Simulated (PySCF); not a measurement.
**C$_{4}$H$_{11}$AlO (AlEt2(OH)): density, localisation and related maps**

Input

```
{"job": {"kind": "uv", "xc": "CAM-B3LYP", "basis": "def2-SVPD", "ip": false, "nstates": 15}, "charge": 0, "multiplicity": 1}
Al    -0.131499    -0.129068    -0.064196
C      1.816588    -0.273702     0.162175
C      2.424004    -1.666997     0.001170
H      2.073160     0.146749     1.153033
H      2.281099     0.430833    -0.554697
H      3.519672    -1.669482     0.127477
H      2.018254    -2.379105     0.738729
H      2.219405    -2.091118    -0.995974
C     -1.139474     1.521944     0.238919
C     -2.641577     1.469795    -0.039673
H     -0.662490     2.321764    -0.359429
H     -0.953203     1.827653     1.286860
H     -3.140013     2.431536     0.168496
H     -2.852190     1.214898    -1.090234
H     -3.143009     0.703097     0.571388
O     -1.041090    -1.495371    -0.554362
H     -0.676156    -2.364034    -0.729443
```

Run with:

```sh
OMP_NUM_THREADS=1 python probes_run.py task.json out
```

Geometry: PBE0-D3(BJ)/def2-SVP.

Theory: PySCF 2.14.0, CAM-B3LYP/def2-SVPD, SCF density, gas phase.

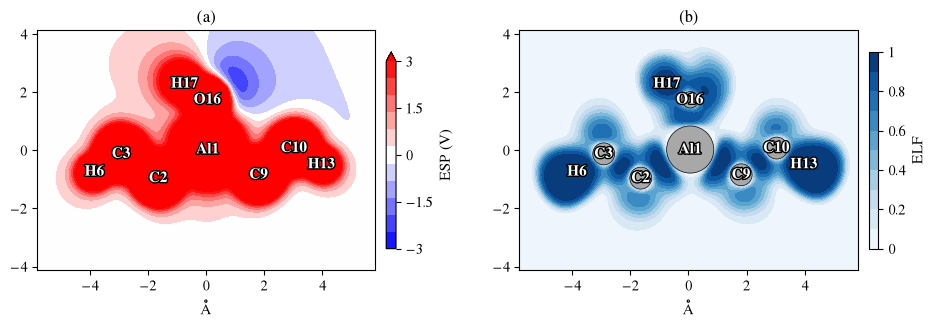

Figure 1. (a) molecular electrostatic potential; (b) electron localisation function on the plane of atoms C9, Al1 and O16. Grey discs cover the atomic cores in the ELF map.

Q: What does the map show?

A:
- The section cuts through Al, C, H and O sites.
- C–C (1.53 Å): the ELF peaks at about 0.95 between the atoms: a covalent bond.
- Al–O (1.71 Å): the ELF peaks at about 0.85 in the valence shell of O, 0.6 Å from its nucleus, and is about 0.40 at the midpoint.
- C–Al (1.96 Å): the ELF peaks at about 0.95 between the atoms; a polar covalent bond.
- O–H (0.96 Å): the ELF climbs to about 1 towards the hydrogen, as it does in any bond to H; a covalent bond by its length.
- C–H (1.10 Å): the ELF climbs to about 1 towards the hydrogen: an ordinary covalent bond to hydrogen.
- The ELF also peaks beside O16, away from the bonds: lone-pair regions.
- Outside the dense part of the molecule the potential is most negative (−2.3 V) near O16.

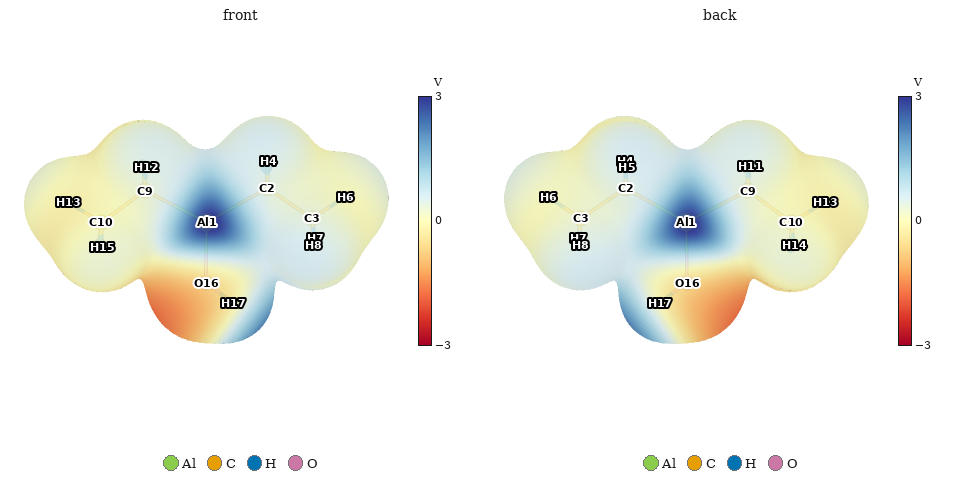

Figure 2. The molecular electrostatic potential painted on the density surface at 0.002 e/bohr³, seen from the front and from behind; the colour scale runs from red (negative) to blue (positive).

Q: Which sites attract a positive test charge, and which a negative one?

A: A positive charge is drawn to the negative regions and a negative charge to the positive ones. The most negative region (about −1.7 V, or −39 kcal/mol for a unit charge) lies over O16, the most positive (about +2.9 V, or +67 kcal/mol for a unit charge) over Al1. O16 is the likeliest acceptor of a hydrogen bond.

Q: What dipole moment does the calculation give?

A: Its dipole moment is 1.40 D.
